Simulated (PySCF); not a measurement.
C2H9OSi4 (doublet)

```xyz
16

C     3.1303   -0.3014    0.2147
C     1.9210    0.1945    0.4470
Si    0.3322   -0.3891   -0.3772
O     0.6854   -1.4480   -1.5860
Si   -1.4143   -1.4608    0.7584
Si   -2.9012    0.2595    0.1760
Si   -1.1715    1.3014   -1.0158
H     3.2882   -1.0880   -0.5079
H     4.0160    0.0427    0.7276
H     1.8222    0.9721    1.1956
H     1.3938   -1.2836   -2.2015
H    -1.2814   -1.8240    2.1901
H    -4.0500   -0.2128   -0.6152
H    -3.5537    1.1120    1.1841
H    -1.3981    1.4812   -2.4560
H    -0.8264    2.6531   -0.5550
```

Geometry: GFN2-xTB.

Theory: PySCF 2.14.0, density-fitted response routines, UKS B3LYP, pcH-1 on C H O Si, non-relativistic, mean-field spin-orbit, GIAO.

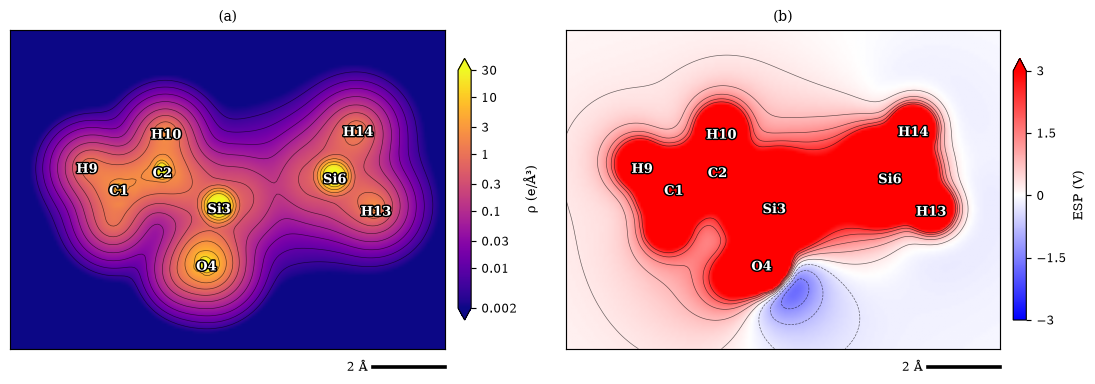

Figure 1. (a) electron density; (b) electrostatic potential on the plane of atoms C2, Si3 and O4.

> Interpret the plot.

Atoms in the plane: C, Si, O and H.
C–C (1.33 Å): ρ at the midpoint is about 2.1 e/Å³.
Si–O (1.65 Å): ρ at the midpoint is about 1.5 e/Å³.
C–Si (1.88 Å): ρ is about 0.84 e/Å³ halfway, with its minimum of 0.75 e/Å³ about 1.1 Å from C.
C–H (1.08 Å): the density is about 2 e/Å³ at the midpoint.
Si–H (1.47 Å): the density is about 0.8 e/Å³ at the midpoint.
Outside the dense part of the molecule the potential is most negative (−1.7 V) near O4.

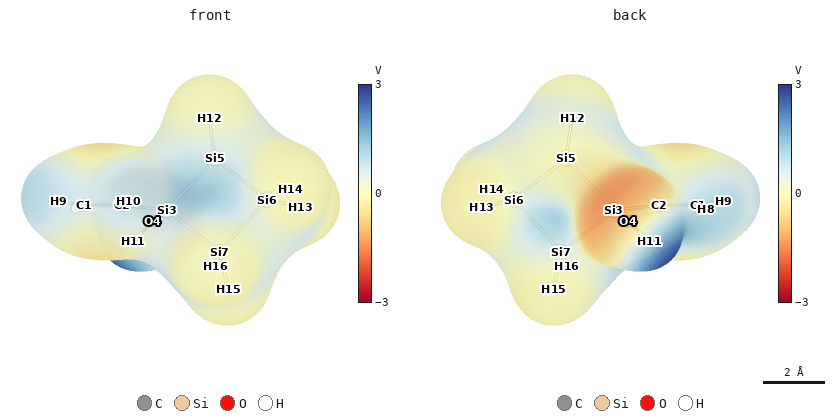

Figure 2. The molecular electrostatic potential painted on the density surface at 0.002 e/bohr³, seen from the front and from behind; the colour scale runs from red (negative) to blue (positive).

> Describe the electrostatic potential map.

The most negative region (about −1.4 V) lies over O4, the most positive (about +2.6 V) over H11. O4 is the likeliest acceptor of a hydrogen bond.
